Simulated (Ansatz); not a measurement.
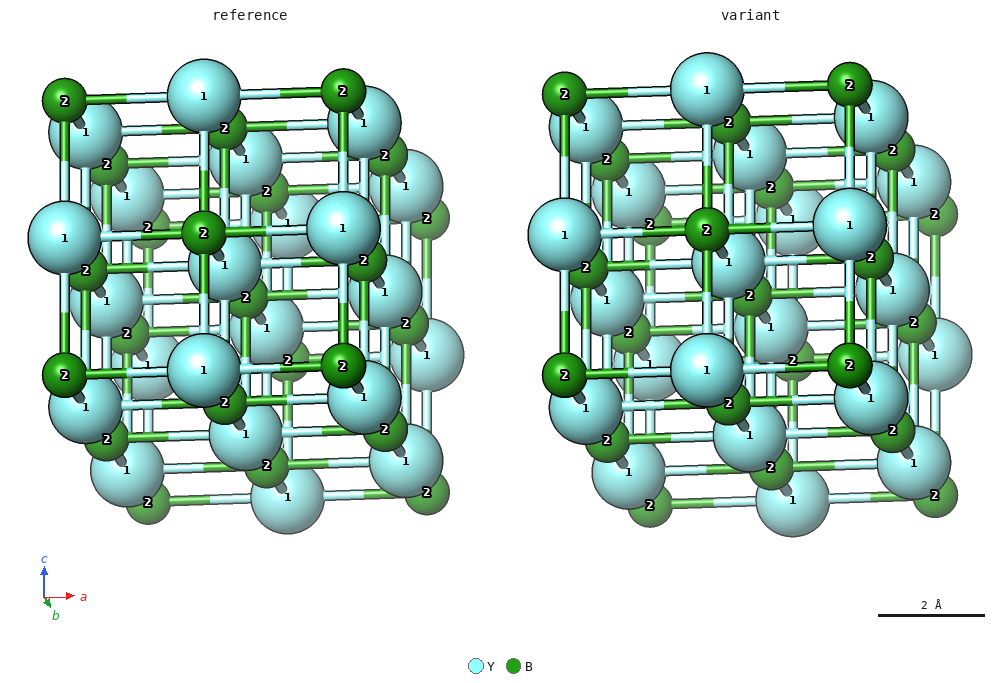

Left: crystalline YB (built on the rocksalt type). Right: the same structure after one change, at the same scale. A ball-and-stick model of the conventional cell (4 times the calculation's cell), repeated 1 × 2 × 1 with one cell outlined, seen from a free direction. Lengths and directions refer to the drawn axes.

The calculation used DFT r2SCAN, scalar-relativistic, plane waves, PAW in Ansatz. Set-up: plane-wave cutoff 500 eV; k-point mesh 12 × 12 × 12; occupations gaussian; smearing width 0.05 eV; no spin polarisation.

> What was changed?

All lengths are scaled by +2.3 % (volume +7.0 %), the atoms keeping their fractional coordinates. No relaxation follows.

> How do the computed properties respond?

Energy change: +23.8 meV per atom. Pressure: 0.0 GPa before, −5.3 GPa after. All forces vanish by symmetry. Among the bonded contacts that change: B–Y 2.683 → 2.744 Å. The space group stays Fm-3m (No. 225).
